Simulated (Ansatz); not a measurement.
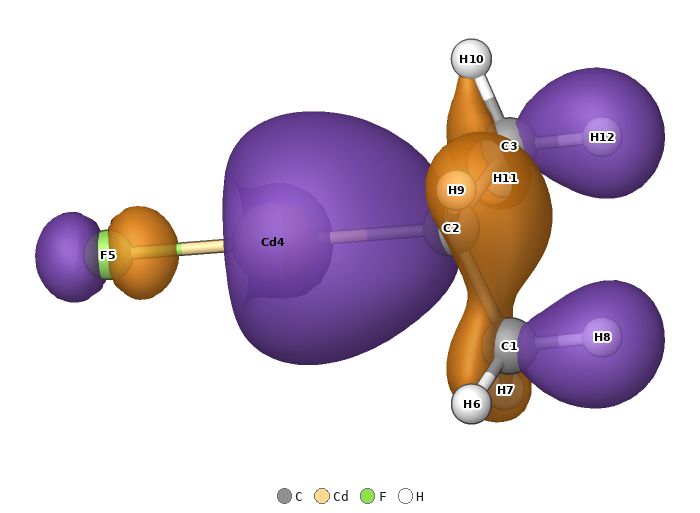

Figure 1: C₃H₇CdF (SMILES C[CH](C)[Cd][F]). One frontier orbital at ±0.1 Å⁻³ᐟ² (orange and purple are the two phases), seen at an oblique angle.

Geometry: PBE0-D4/def2-SVP; core potentials replace the inner electrons of Cd.

The calculation used isolated molecule in a Gaussian basis; Kohn-Sham density functional theory, functional PBE0 in Ansatz.

Input file:

```
crystal:
  periodic: [false, false, false]
  atoms:
    - {symbol: C, position_ang: [-1.215816, -0.526262, 0.491565]}
    - {symbol: C, position_ang: [0.056415, 0.292271, 0.302690]}
    - {symbol: C, position_ang: [1.288322, -0.590520, 0.137333]}
    - {symbol: Cd, position_ang: [-0.133462, 1.670657, -1.290405]}
    - {symbol: F, position_ang: [-0.307794, 2.934773, -2.753949]}
    - {symbol: H, position_ang: [-2.101136, 0.102807, 0.673093]}
    - {symbol: H, position_ang: [-1.434822, -1.160698, -0.382835]}
    - {symbol: H, position_ang: [-1.113974, -1.204710, 1.359310]}
    - {symbol: H, position_ang: [0.198394, 0.932623, 1.190221]}
    - {symbol: H, position_ang: [2.219735, -0.008060, 0.061937]}
    - {symbol: H, position_ang: [1.224223, -1.228870, -0.759023]}
    - {symbol: H, position_ang: [1.397014, -1.269211, 1.004060]}
basis:
  gaussian:
    orbitals: def2-TZVPD
hamiltonian:
  xc: pbe0
output: {forces: true, orbitals: {seedname: orbitals}}
```

Launched as:

```sh
ansatz run input.yaml --threads 2 --pin off --max-ram 5220MiB --events-out events.jsonl --progress --plain --runs-dir runs
```

> Which orbital is it: HOMO or LUMO?

The HOMO, at −7.45 eV. Its weight (Hirshfeld) is mainly on Cd4 (about 30 %), C2 (about 30 %), C1 (about 5 %) and C3 (about 5 %).
